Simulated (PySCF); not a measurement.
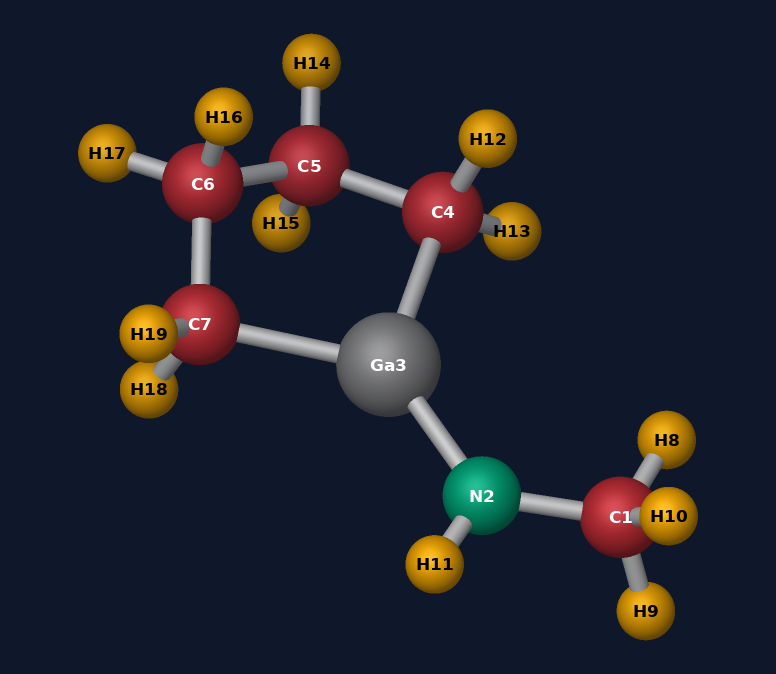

The geometry was computed by an optimisation with PBE0-D3(BJ)/def2-SVP. No frequency run is at hand to confirm it as a minimum. Level of theory: B3LYP/pcJ-1 (pcSseg-1 on Ga) indirect spin-spin coupling, non-relativistic, gas phase (PySCF 2.14.0). Isotopes: 13C, 1H, 15N.

Give the spin–spin coupling constants of these pairs, with the number of bonds between them: C1/N2, N2/H11, N2/C7, N2/H8, N2/H19, N2/C5, N2/H13, N2/C6.

```
   pair  bonds apart  J (Hz)
 C1, N2            1    −9.3
N2, H11            1   −80.6
 N2, C7            2    −4.4
 N2, H8            2    −1.6
N2, H19            3     0.7
 N2, C5            3    −1.6
N2, H13            3     0.6
 N2, C6            3    −1.7
```
